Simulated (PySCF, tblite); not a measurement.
# C₅H₁₀O₃: a rotation path, then NMR shifts on frames, part 2 of 2

tblite 0.8.0 and PySCF 2.14.0. Atoms count from 0.

**5. Nuclear shieldings: image 4, PBE0/pcSseg-1**

The job: settings as JSON, then the geometry in Å.

```
{"job": {"kind": "nmr", "xc": "PBE0", "basis": "pcSseg-1", "pop": false}, "charge": 0, "multiplicity": 1}
C      2.630600    -0.114700    -0.158200
C      1.351200    -0.461900    -0.904500
C      0.095200    -0.031600    -0.146800
O     -0.639300     0.866000    -0.947000
C     -1.839100     1.212100    -0.324100
O     -2.621600     0.090100    -0.032500
C     -1.891100    -0.809400     0.751400
O     -0.679100    -1.168800     0.157500
H      2.673100    -0.642100     0.791600
H      3.498300    -0.396900    -0.749000
H      2.679100     0.954500     0.033700
H      1.281800    -1.537300    -1.067700
H      1.324300     0.035700    -1.874200
H      0.344800     0.486000     0.807400
H     -2.404200     1.833300    -1.019600
H     -1.622200     1.768100     0.614600
H     -1.700900    -0.360900     1.751200
H     -2.489900    -1.716100     0.844600
```

Method: GIAO PBE0/pcSseg-1 NMR shielding, non-relativistic, gas phase.

The program printed:

```text
coarse grid: 14888 points
cycle   1  E = -421.4563723551  dE =  1.289e+00  |g| = 9.098e-01  |ddm| = 3.615e+00
cycle   2  E = -421.3418374946  dE =  1.145e-01  |g| = 1.224e+00  |ddm| = 1.356e+00
cycle   3  E = -421.6029132895  dE = -2.611e-01  |g| = 6.849e-02  |ddm| = 8.227e-01
cycle   4  E = -421.6036051900  dE = -6.919e-04  |g| = 2.939e-02  |ddm| = 5.917e-02
cycle   5  E = -421.6038003098  dE = -1.951e-04  |g| = 6.799e-03  |ddm| = 2.734e-02
cycle   6  E = -421.6038105263  dE = -1.022e-05  |g| = 1.511e-03  |ddm| = 5.531e-03
cycle   7  E = -421.6038108724  dE = -3.461e-07  |g| = 6.345e-04  |ddm| = 1.304e-03
final grid: 143384 points
cycle   8  E = -421.6850920514  dE = -4.518e-05  |g| = 1.574e-02  |ddm| = 3.425e-02
cycle   9  E = -421.6850569303  dE =  3.512e-05  |g| = 2.134e-02  |ddm| = 2.023e-02
cycle  10  E = -421.6851364530  dE = -7.952e-05  |g| = 1.058e-03  |ddm| = 1.202e-02
cycle  11  E = -421.6851367059  dE = -2.529e-07  |g| = 1.701e-04  |ddm| = 1.091e-03
cycle  12  E = -421.6851367118  dE = -5.916e-09  |g| = 5.725e-05  |ddm| = 1.825e-04
cycle  13  E = -421.6851367124  dE = -6.069e-10  |g| = 2.333e-05  |ddm| = 6.158e-05
converged SCF energy = -421.6851367124

GIAO shielding tensors (ppm)
atom      isotropic    diamagn.    paramagn.     s11        s22        s33       span
  0 C      172.842     246.532     -73.691    159.714    173.464    185.348     25.633
  1 C      151.270     247.118     -95.849    131.180    143.561    179.068     47.888
  2 C       76.989     248.281    -171.292     75.211     77.557     78.199      2.988
  3 O      213.600     400.361    -186.760    181.673    186.596    272.533     90.860
  4 C       90.565     243.836    -153.271     70.899     88.562    112.234     41.335
  5 O      237.430     395.627    -158.198    177.496    203.413    331.379    153.883
  6 C       90.772     243.477    -152.705     71.168     88.651    112.496     41.328
  7 O      215.191     400.422    -185.231    184.501    187.837    273.234     88.733
  8 H       30.626      29.721       0.905     26.382     29.102     36.394     10.012
  9 H       30.622      27.290       3.332     25.957     27.692     38.216     12.259
 10 H       30.684      29.772       0.912     26.414     29.280     36.359      9.945
 11 H       29.795      31.094      -1.299     25.279     30.233     33.873      8.594
 12 H       29.813      31.117      -1.303     25.165     30.362     33.912      8.747
 13 H       27.266      34.145      -6.879     25.655     25.877     30.267      4.612
 14 H       26.373      27.993      -1.619     22.232     25.518     31.369      9.137
 15 H       26.632      29.945      -3.313     21.941     26.869     31.084      9.143
 16 H       26.580      29.870      -3.289     21.841     26.822     31.078      9.237
 17 H       26.368      28.026      -1.658     22.216     25.527     31.362      9.145
```

It took 23 s on 1 thread of Arm Neoverse V1, shared host; peak memory 0.94 GiB.

In short: δ C2 109.9, C4 96.4, C6 96.2, C1 35.7, H17 5.35, H14 5.34 ppm.

**6. Nuclear shieldings: image 6, PBE0/pcSseg-1**

The job: settings as JSON, then the geometry in Å.

```
{"job": {"kind": "nmr", "xc": "PBE0", "basis": "pcSseg-1", "pop": false}, "charge": 0, "multiplicity": 1}
C      2.596700    -0.319300    -0.077900
C      1.365000    -0.285100    -0.969800
C      0.103100     0.098600    -0.202900
O     -0.750000     0.822700    -1.060200
C     -1.955500     1.115200    -0.420800
O     -2.604900    -0.039400     0.026900
C     -1.755700    -0.763400     0.871000
O     -0.535300    -1.066500     0.263400
H      2.483500    -1.070700     0.698800
H      3.478200    -0.558200    -0.667300
H      2.751600     0.648500     0.393600
H      1.191300    -1.263200    -1.417600
H      1.484900     0.444900    -1.770500
H      0.339100     0.746300     0.672400
H     -2.605900     1.597800    -1.150800
H     -1.764400     1.790000     0.442900
H     -1.576700    -0.184000     1.803100
H     -2.253600    -1.707800     1.094200
```

Level: GIAO PBE0/pcSseg-1 NMR shielding, non-relativistic, gas phase.

The program printed:

```text
coarse grid: 14888 points
cycle   1  E = -421.4584502378  dE =  1.290e+00  |g| = 9.097e-01  |ddm| = 3.616e+00
cycle   2  E = -421.3436268729  dE =  1.148e-01  |g| = 1.224e+00  |ddm| = 1.363e+00
cycle   3  E = -421.6049347468  dE = -2.613e-01  |g| = 6.847e-02  |ddm| = 8.282e-01
cycle   4  E = -421.6056272505  dE = -6.925e-04  |g| = 2.916e-02  |ddm| = 5.851e-02
cycle   5  E = -421.6058181243  dE = -1.909e-04  |g| = 6.901e-03  |ddm| = 2.696e-02
cycle   6  E = -421.6058285457  dE = -1.042e-05  |g| = 1.578e-03  |ddm| = 5.602e-03
cycle   7  E = -421.6058289235  dE = -3.777e-07  |g| = 6.355e-04  |ddm| = 1.337e-03
final grid: 143384 points
cycle   8  E = -421.6870673849  dE = -4.573e-05  |g| = 1.595e-02  |ddm| = 3.594e-02
cycle   9  E = -421.6870313361  dE =  3.605e-05  |g| = 2.162e-02  |ddm| = 2.041e-02
cycle  10  E = -421.6871129372  dE = -8.160e-05  |g| = 1.060e-03  |ddm| = 1.219e-02
cycle  11  E = -421.6871131919  dE = -2.547e-07  |g| = 1.770e-04  |ddm| = 1.115e-03
cycle  12  E = -421.6871131985  dE = -6.552e-09  |g| = 5.529e-05  |ddm| = 1.890e-04
cycle  13  E = -421.6871131991  dE = -5.911e-10  |g| = 2.027e-05  |ddm| = 5.747e-05
converged SCF energy = -421.6871131991

GIAO shielding tensors (ppm)
atom      isotropic    diamagn.    paramagn.     s11        s22        s33       span
  0 C      174.013     246.500     -72.487    161.063    174.707    186.269     25.205
  1 C      152.334     246.957     -94.623    134.545    146.082    176.376     41.831
  2 C       77.540     248.069    -170.529     73.200     77.234     82.185      8.985
  3 O      212.649     400.192    -187.542    176.538    181.044    280.366    103.828
  4 C       90.484     243.668    -153.184     71.133     88.196    112.124     40.992
  5 O      235.847     395.757    -159.911    176.331    201.256    329.953    153.621
  6 C       90.750     243.494    -152.744     71.093     88.995    112.162     41.069
  7 O      216.905     400.957    -184.051    180.553    192.289    277.874     97.321
  8 H       30.571      29.823       0.748     26.032     29.496     36.186     10.154
  9 H       30.615      27.275       3.340     25.985     27.705     38.156     12.171
 10 H       30.818      29.724       1.094     26.492     29.155     36.806     10.314
 11 H       29.764      30.997      -1.233     25.657     29.747     33.888      8.232
 12 H       30.041      31.053      -1.011     25.128     30.419     34.576      9.448
 13 H       27.205      33.912      -6.706     25.109     26.639     29.868      4.759
 14 H       26.351      27.831      -1.480     22.220     25.454     31.379      9.159
 15 H       26.601      29.799      -3.197     21.939     26.736     31.129      9.190
 16 H       26.573      29.958      -3.385     21.763     26.840     31.115      9.352
 17 H       26.345      28.170      -1.825     22.163     25.550     31.322      9.159
```

It took 23 s on 1 thread of Arm Neoverse V1, shared host; peak memory 0.89 GiB.

In short: δ C2 109.4, C4 96.4, C6 96.2, C1 34.6, H17 5.37, H14 5.37 ppm.

**7. Nuclear shieldings: image 8, PBE0/pcSseg-1**

The job: settings as JSON, then the geometry in Å.

```
{"job": {"kind": "nmr", "xc": "PBE0", "basis": "pcSseg-1", "pop": false}, "charge": 0, "multiplicity": 1}
C      2.520500    -0.513000    -0.050400
C      1.397200    -0.096900    -0.989000
C      0.121100     0.232700    -0.227200
O     -0.812800     0.785500    -1.126100
C     -2.043200     0.996300    -0.501200
O     -2.554100    -0.173000     0.071700
C     -1.619200    -0.705800     0.966000
O     -0.386300    -0.943200     0.358500
H      2.206400    -1.364300     0.547000
H      3.401000    -0.791300    -0.623000
H      2.785300     0.303100     0.618200
H      1.162100    -0.904900    -1.681000
H      1.672000     0.786300    -1.565900
H      0.314600     0.974200     0.582100
H     -2.747800     1.320500    -1.267900
H     -1.933500     1.774300     0.285300
H     -1.487300    -0.007900     1.821600
H     -2.004700    -1.666300     1.309700
```

Level: GIAO PBE0/pcSseg-1 NMR shielding, non-relativistic, gas phase.

The program printed:

```text
coarse grid: 14888 points
cycle   1  E = -421.4614222225  dE =  1.293e+00  |g| = 9.091e-01  |ddm| = 3.613e+00
cycle   2  E = -421.3462377901  dE =  1.152e-01  |g| = 1.224e+00  |ddm| = 1.372e+00
cycle   3  E = -421.6077234221  dE = -2.615e-01  |g| = 6.850e-02  |ddm| = 8.368e-01
cycle   4  E = -421.6084173773  dE = -6.940e-04  |g| = 2.892e-02  |ddm| = 5.839e-02
cycle   5  E = -421.6086015376  dE = -1.842e-04  |g| = 7.199e-03  |ddm| = 2.655e-02
cycle   6  E = -421.6086123634  dE = -1.083e-05  |g| = 1.872e-03  |ddm| = 5.809e-03
cycle   7  E = -421.6086129128  dE = -5.495e-07  |g| = 6.183e-04  |ddm| = 1.530e-03
final grid: 143384 points
cycle   8  E = -421.6894547910  dE = -4.187e-05  |g| = 1.617e-02  |ddm| = 3.279e-02
cycle   9  E = -421.6894173157  dE =  3.748e-05  |g| = 2.196e-02  |ddm| = 2.096e-02
cycle  10  E = -421.6895015707  dE = -8.426e-05  |g| = 1.080e-03  |ddm| = 1.257e-02
cycle  11  E = -421.6895018300  dE = -2.593e-07  |g| = 1.919e-04  |ddm| = 1.108e-03
cycle  12  E = -421.6895018363  dE = -6.296e-09  |g| = 9.089e-05  |ddm| = 1.992e-04
cycle  13  E = -421.6895018376  dE = -1.317e-09  |g| = 3.133e-05  |ddm| = 8.195e-05
cycle  14  E = -421.6895018378  dE = -1.733e-10  |g| = 4.605e-06  |ddm| = 2.603e-05
converged SCF energy = -421.6895018378

GIAO shielding tensors (ppm)
atom      isotropic    diamagn.    paramagn.     s11        s22        s33       span
  0 C      176.522     246.812     -70.290    167.051    175.087    187.429     20.378
  1 C      153.867     247.004     -93.136    138.461    150.143    172.998     34.538
  2 C       79.914     247.619    -167.704     73.933     77.925     87.885     13.952
  3 O      215.203     400.038    -184.835    172.186    185.571    287.851    115.664
  4 C       90.820     243.056    -152.235     71.689     88.836    111.937     40.247
  5 O      234.475     395.990    -161.516    175.250    199.747    328.426    153.177
  6 C       90.678     243.463    -152.786     70.927     88.904    112.202     41.274
  7 O      218.094     401.592    -183.498    171.914    192.915    289.455    117.541
  8 H       30.498      30.201       0.298     25.368     30.367     35.760     10.392
  9 H       30.700      27.427       3.273     26.074     27.787     38.238     12.165
 10 H       30.985      29.680       1.305     26.613     28.945     37.398     10.785
 11 H       29.888      31.108      -1.220     25.728     29.572     34.362      8.634
 12 H       30.117      30.741      -0.624     25.356     29.775     35.219      9.863
 13 H       27.105      33.403      -6.298     24.919     27.027     29.368      4.449
 14 H       26.325      27.637      -1.312     22.147     25.414     31.414      9.267
 15 H       26.552      29.515      -2.963     21.804     26.613     31.240      9.437
 16 H       26.579      30.018      -3.439     21.737     26.823     31.178      9.440
 17 H       26.311      28.328      -2.017     22.097     25.564     31.272      9.175
```

Run time: 24 s. Hardware: 1 thread of Arm Neoverse V1, shared host; peak memory 0.89 GiB.

This run: δ C2 107.0, C6 96.2, C4 96.1, C1 33.1, H17 5.41, H14 5.39 ppm.

**8. Comparing the runs: NMR shifts**

Shifts (ppm) of some atoms, chosen among heavy atoms and hydrogens apart, with basis size and wall time:

| frame | C2 | C0 | H10 | H8 | O7 | O3 | O5 | functions | time |
| --- | --- | --- | --- | --- | --- | --- | --- | --- | --- |
| image 0 | 107.3 | 10.3 | 1.22 | 0.73 | 121.3 | 118.4 | 101.7 | 186 | 32 s |
| image 2 | 109.0 | 12.9 | 1.09 | 0.96 | 121.6 | 119.8 | 99.3 | 186 | 24 s |
| image 4 | 109.9 | 14.1 | 1.03 | 1.09 | 120.9 | 122.5 | 98.6 | 186 | 23 s |
| image 6 | 109.4 | 12.9 | 0.90 | 1.15 | 119.2 | 123.4 | 100.2 | 186 | 23 s |
| image 8 | 107.0 | 10.4 | 0.73 | 1.22 | 118.0 | 120.9 | 101.6 | 186 | 24 s |

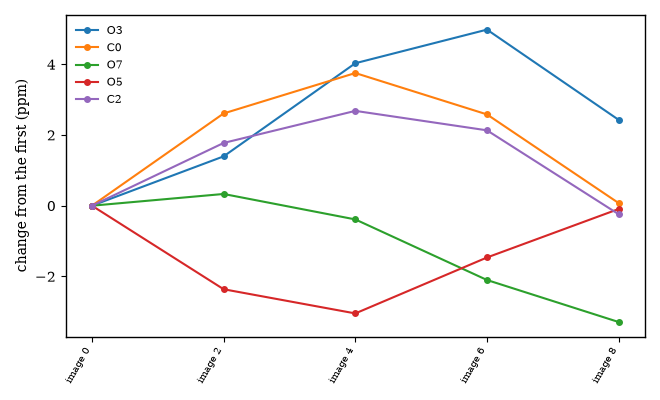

How five of the tabulated atoms move from run to run.

**9. Outcome**

The summary covers parts 1 to 2.

```
                                       quantity                                                           value
                                        barrier                              0.049 eV (1.1 kcal/mol) at image 4
                          end to end (GFN2-xTB)                                                        0.000 eV
13C shifts against TMS (PBE0/pcSseg-1, image 0)                               107.3, 96.4, 96.2, 32.9, 10.3 ppm
 1H shifts against TMS (PBE0/pcSseg-1, image 0)  5.41, 5.40, 5.18, 5.14, 4.60, 1.82, 1.59, 1.22, 1.01, 0.73 ppm
17O shifts against H2O (PBE0/pcSseg-1, image 0)                                         121.3, 118.4, 101.7 ppm
          surface potential, 1st and 99th percentile                                              -1.31 V and 0.88 V
                       range of the shift of O3                                              118.4 to 123.4 ppm
```

In words: Along the band the dihedral turns by 105°, and the top (dihedral 121°) lies 1.1 kcal/mol above the start (GFN2-xTB, rough), so at room temperature this motion is fast. The top was not checked by a frequency run. Shifts at one fixed geometry are not the observed spectrum, which averages over the motion. In the first frame run (image 0): The largest span, 153 ppm, is at O5, where the paramagnetic term is -162 ppm. Across the 5 runs the shift of O3 moves most, between 118.4 (image 0) and 123.4 ppm (image 6).
